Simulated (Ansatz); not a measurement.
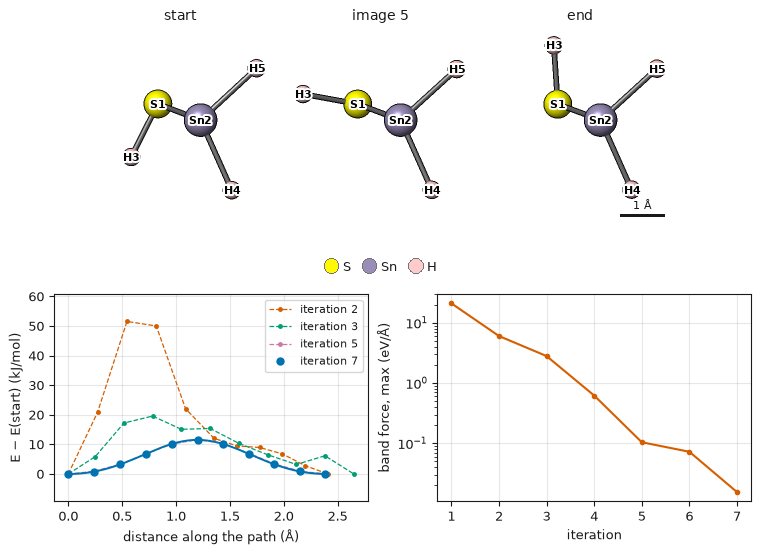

A search for the minimum-energy path of SnH3S (multiplicity 2) by the nudged elastic band. Images are numbered from 0 (start) to 10 (end). The plot follows the band through its iterations. Style: ball-and-stick. Shown from a free direction.

Method: UKS B3LYP-D4/def2-SVP (Ansatz 0.2.0). Settings: 9 movable images; climbing image; force threshold 0.03 eV/Å; iteration limit 57; starting path through a guess of the saddle point.

Q: How did the profile develop, and is the result final?

A: The result is final at these settings. The band converged in 7 iterations. The largest component of the band force went from 21 to 0.016 eV/Å. The climbing image converged on the top of the path. Its vibrational analysis gives one imaginary mode (281i cm⁻¹), as a transition state must have. The first iteration put the highest image at 295.1 kJ/mol. The barrier is about 11.5 kJ/mol in both directions, with image 5 at the top; the ends have the same energy.

Cost: 4.4 min on 1 thread of Intel(R) Xeon(R) Processor @ 2.70GHz (shared host), peak memory 0.17 GiB.
